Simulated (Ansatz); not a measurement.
## C₄H₉Al: geometry relaxation (part 2 of 2)

Continued. System: C₄H₉Al, SMILES C=[C](C)[AlH][CH3]. Method: RKS PBE-D4/def2-SVP (Ansatz 0.2.0). The geometry: force-field start.

Geometry of the input (Å):
```
C  -1.3199  0.4539  1.7673
C  -0.6562  0.4015  0.6284
C  -0.9693  1.3050  -0.5530
Al 0.7900  -1.0081  0.4475
C  1.7359  -1.2144  -1.2667
H  -2.1477  1.2641  1.8565
H  -1.1600  -0.1689  2.5944
H  0.0047  1.4257  -1.1835
H  -1.7546  0.8881  -1.1047
H  -1.2304  2.3182  -0.1694
H  0.9842  -2.0164  1.6869
H  2.4626  -2.0477  -1.1470
H  2.2472  -0.2451  -1.4629
H  1.0007  -1.3851  -2.0648
```

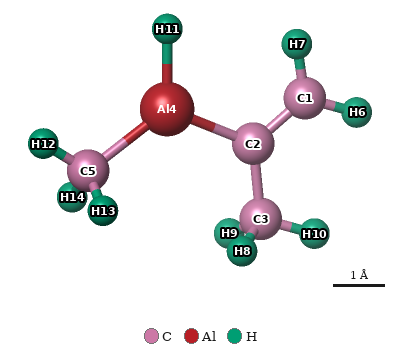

Figure 1. The geometry at step 5 of the log (ball-and-stick view, seen at a tilt; atoms are numbered from 1 in the order of the input).

Output, continued
```
Atom 11 at     2.368127    -2.183196    -1.228679 Å, force    -0.001083     0.009087     0.005320 eV/Å
Atom 12 at     2.376093    -0.402276    -1.414498 Å, force    -0.002079    -0.006796    -0.011584 eV/Å
Atom 13 at     1.052174    -1.353658    -2.121580 Å, force    -0.001075     0.013563    -0.000158 eV/Å
Dipole moment:    -0.015715     0.100054    -0.166133 e Å
```

Trajectory as extended XYZ (Å, eV, eV/Å), 9 frames, from step=1 to step=9
```
14
Properties=species:S:1:pos:R:3:forces:R:3 step=1 energy=-10875.77886
C    -1.3199    0.4539    1.7673   -2.4349   2.7360  -0.2152
C    -0.6562    0.4015    0.6284    1.7607  -1.0283  -1.7387
C    -0.9693    1.3050   -0.5530    3.4308   1.1411   1.3417
Al    0.7900   -1.0081    0.4475   -0.8308   0.2881   0.0793
C     1.7359   -1.2144   -1.2667    0.1607   0.2321   0.9534
H    -2.1477    1.2641    1.8565    0.8367  -1.0275   0.2475
H    -1.1600   -0.1689    2.5944    0.3468  -1.2676   1.6912
H     0.0047    1.4257   -1.1835   -1.5562  -0.1060   0.4508
H    -1.7546    0.8881   -1.1047   -1.6576  -0.7429  -1.5519
H    -1.2304    2.3182   -0.1694   -0.2136  -0.0534  -0.2815
H     0.9842   -2.0164    1.6869    0.0849   0.0604   0.0177
H     2.4626   -2.0477   -1.1470   -0.0198   0.1714  -0.4371
H     2.2472   -0.2451   -1.4629    0.1491  -0.2133  -0.1975
H     1.0007   -1.3851   -2.0648   -0.0567  -0.1903  -0.3595
14
Properties=species:S:1:pos:R:3:forces:R:3 step=2 energy=-10876.14068
C    -1.3254    0.4723    1.7853   -0.8766   0.9809  -0.1815
C    -0.6524    0.3914    0.6219    0.6371  -0.4334  -0.5778
C    -0.9474    1.3260   -0.5440    0.9082   0.3298   0.4947
Al    0.7198   -1.0459    0.4440   -0.0834   0.2487   0.0697
C     1.7401   -1.2278   -1.2383    0.0273   0.0235   0.3107
H    -2.1385    1.2443    1.9041    0.3896  -0.3267   0.1343
H    -1.1559   -0.1742    2.6432    0.1371  -0.4057   0.3664
H    -0.0413    1.4957   -1.1914   -0.4471  -0.1413   0.2296
H    -1.7318    0.8975   -1.1717   -0.4184  -0.1475  -0.4563
H    -1.2746    2.3294   -0.1867   -0.1314  -0.1080  -0.0855
H     0.9878   -1.9988    1.7156   -0.0479   0.0271  -0.0388
H     2.4871   -2.0494   -1.2011   -0.0743   0.0520  -0.0884
H     2.2779   -0.2826   -1.4735   -0.0039  -0.0270  -0.0095
H     1.0419   -1.4072   -2.0785   -0.0162  -0.0723  -0.1675
14
Properties=species:S:1:pos:R:3:forces:R:3 step=3 energy=-10876.16340
C    -1.3000    0.5199    1.7747   -0.2271   0.0193   0.2368
C    -0.6545    0.3665    0.5946   -0.0775  -0.3316   0.2443
C    -0.9762    1.3099   -0.5143    0.4447   0.6598  -0.5360
Al    0.7219   -1.0457    0.4310   -0.1793  -0.0478   0.0538
C     1.7509   -1.2432   -1.2368    0.0222   0.0547   0.0701
H    -1.9967    1.3764    1.9534    0.1101  -0.2858  -0.0459
H    -1.2142   -0.2112    2.5942    0.1762   0.0602   0.1775
H    -0.0626    1.5855   -1.0933   -0.1686   0.0517  -0.0163
H    -1.6690    0.8556   -1.2507   -0.0615  -0.1046  -0.0633
H    -1.4466    2.2554   -0.1556   -0.0027  -0.1074  -0.0425
H     0.9688   -1.9991    1.7057   -0.0200   0.0487  -0.0326
H     2.4911   -2.0689   -1.2006   -0.0153   0.0219  -0.0191
H     2.3007   -0.3050   -1.4742    0.0058  -0.0239  -0.0098
H     1.0736   -1.4255   -2.0989   -0.0070  -0.0151  -0.0168
14
Properties=species:S:1:pos:R:3:forces:R:3 step=4 energy=-10876.18120
C    -1.3291    0.4789    1.7668    0.6280  -0.1469   0.5969
C    -0.6695    0.3604    0.5845   -0.1190  -0.0039   0.1844
C    -0.9593    1.3258   -0.5351   -0.2155   0.1052  -0.2789
Al    0.6914   -1.0538    0.4336   -0.0166  -0.0223   0.0057
C     1.7351   -1.2405   -1.2258    0.0072  -0.0198  -0.0406
H    -2.0342    1.3114    1.9676   -0.0943  -0.0930  -0.0297
H    -1.0741   -0.1654    2.6531   -0.3121   0.2137  -0.5407
H    -0.0467    1.6224   -1.0925    0.0468   0.0113   0.0201
H    -1.6314    0.8640   -1.2973    0.0746   0.0168   0.0486
H    -1.4617    2.2566   -0.1836    0.0268  -0.0920  -0.0140
H     0.9276   -1.9996    1.7124   -0.0182   0.0179  -0.0138
H     2.4760   -2.0653   -1.1970   -0.0004  -0.0025   0.0109
H     2.2910   -0.3042   -1.4555   -0.0106   0.0039   0.0125
H     1.0720   -1.4198   -2.1022    0.0034   0.0117   0.0388
14
Properties=species:S:1:pos:R:3:forces:R:3 step=5 energy=-10876.18977
C    -1.2635    0.5054    1.8233   -0.2704   0.1873  -0.1882
C    -0.6923    0.3789    0.6044    0.2768   0.1579  -0.4974
C    -0.9611    1.3219   -0.5533   -0.2142  -0.0303   0.2424
Al    0.6568   -1.0262    0.4190    0.2224  -0.1571  -0.2151
C     1.7292   -1.2462   -1.2525   -0.2863   0.0377   0.4840
H    -2.0066    1.2958    2.0587    0.0559   0.0101   0.0104
H    -1.0382   -0.2046    2.6274    0.0408  -0.1360   0.2632
H    -0.0188    1.7204   -0.9837    0.0392   0.0131   0.0056
H    -1.4700    0.7929   -1.3917    0.0164   0.0358   0.0701
H    -1.5927    2.1876   -0.2585   -0.0450   0.0087  -0.0464
H     0.8372   -1.9284    1.7260    0.0864  -0.1337   0.0471
H     2.4494   -2.0822   -1.2015    0.0898  -0.0917   0.0080
H     2.2963   -0.3196   -1.4714    0.0553   0.0950  -0.0536
H     1.0613   -1.4249   -2.1175   -0.0672   0.0029  -0.1300
14
Properties=species:S:1:pos:R:3:forces:R:3 step=6 energy=-10876.21141
C    -1.2617    0.5035    1.7933    0.0442   0.0060  -0.0250
C    -0.6665    0.4022    0.5788    0.0668   0.0260  -0.1406
C    -1.0176    1.3673   -0.5325   -0.0166   0.0162   0.0692
Al    0.6970   -1.0154    0.3944   -0.1438   0.1856  -0.1461
C     1.7644   -1.2930   -1.2362   -0.0096   0.0416   0.0003
H    -2.0090    1.2923    2.0148   -0.0156  -0.0157   0.0228
H    -1.0261   -0.1877    2.6203   -0.0037  -0.0256   0.0413
H    -0.1106    1.8305   -0.9760    0.0066   0.0171  -0.0094
H    -1.5309    0.8493   -1.3717    0.0090  -0.0211  -0.0072
H    -1.6857    2.1863   -0.1840    0.0126  -0.0247  -0.0356
H     0.8874   -1.9338    1.6698    0.0545  -0.1833   0.2455
H     2.4180   -2.1860   -1.1500    0.0048   0.0337  -0.0454
H     2.4132   -0.4171   -1.4630   -0.0105  -0.0373   0.0300
H     1.1154   -1.4275   -2.1291    0.0012  -0.0184   0.0002
14
Properties=species:S:1:pos:R:3:forces:R:3 step=7 energy=-10876.21699
C    -1.2440    0.5013    1.7954    0.0159   0.0743  -0.2275
C    -0.6485    0.4073    0.5751   -0.0368  -0.1470   0.2920
C    -0.9853    1.3510   -0.5527    0.0080   0.0127   0.0333
Al    0.6774   -1.0419    0.4263    0.0326   0.1922  -0.0938
C     1.7144   -1.2703   -1.2290    0.0012  -0.1077   0.0137
H    -2.0063    1.2742    2.0204   -0.0079   0.0344   0.0151
H    -1.0056   -0.1864    2.6270    0.0176  -0.0118  -0.0390
H    -0.0769    1.8606   -0.9399    0.0098  -0.0111  -0.0177
H    -1.4139    0.8010   -1.4176    0.0006  -0.0026  -0.0388
H    -1.7116    2.1382   -0.2600   -0.0446   0.0092   0.0376
H     0.9079   -1.9472    1.7232   -0.0125  -0.0717   0.0692
H     2.3782   -2.1578   -1.2028    0.0273  -0.0159  -0.0272
H     2.3554   -0.3829   -1.4253   -0.0219   0.0193  -0.0005
H     1.0460   -1.3763   -2.1111    0.0107   0.0258  -0.0164
14
Properties=species:S:1:pos:R:3:forces:R:3 step=8 energy=-10876.21973
C    -1.2479    0.5183    1.7920   -0.0621  -0.0073   0.1604
C    -0.6474    0.3960    0.5845    0.0115   0.0930  -0.1501
C    -0.9945    1.3428   -0.5445    0.0606  -0.0510   0.0421
Al    0.6991   -1.0311    0.4276   -0.0457  -0.0814  -0.0397
C     1.7190   -1.2866   -1.2372   -0.0240  -0.0384   0.0159
H    -1.9987    1.3080    2.0013   -0.0117  -0.0184  -0.0114
H    -1.0245   -0.1604    2.6346    0.0265   0.0014  -0.0002
H    -0.0940    1.8830   -0.9083    0.0039   0.0159  -0.0210
H    -1.3894    0.7929   -1.4258   -0.0060  -0.0005  -0.0126
H    -1.7508    2.1021   -0.2487    0.0024  -0.0128  -0.0016
H     0.9210   -1.9560    1.7208    0.0065   0.0100   0.0217
H     2.3663   -2.1875   -1.2447    0.0037   0.0247   0.0422
H     2.3747   -0.4025   -1.3957    0.0338   0.0114  -0.0683
H     1.0544   -1.3482   -2.1269    0.0005   0.0533   0.0226
14
Properties=species:S:1:pos:R:3:forces:R:3 step=9 energy=-10876.22206
C    -1.2479    0.5136    1.7944   -0.0214   0.0098   0.0157
C    -0.6462    0.4029    0.5837   -0.0002   0.0092  -0.0078
C    -0.9909    1.3466   -0.5457    0.0134  -0.0114   0.0149
Al    0.6919   -1.0327    0.4245   -0.0004   0.0143  -0.0129
C     1.7198   -1.2833   -1.2353    0.0041  -0.0151   0.0040
H    -2.0096    1.2919    2.0071    0.0065  -0.0024  -0.0023
H    -1.0129   -0.1656    2.6336    0.0073  -0.0052  -0.0096
H    -0.0898    1.8820   -0.9169   -0.0097  -0.0017  -0.0019
H    -1.3930    0.7953   -1.4236    0.0018   0.0056  -0.0037
H    -1.7432    2.1103   -0.2504    0.0026  -0.0079  -0.0042
H     0.9126   -1.9511    1.7221    0.0001  -0.0111   0.0144
H     2.3681   -2.1832   -1.2287   -0.0011   0.0091   0.0053
H     2.3761   -0.4023   -1.4145   -0.0021  -0.0068  -0.0116
H     1.0522   -1.3537   -2.1216   -0.0011   0.0136  -0.0002
```
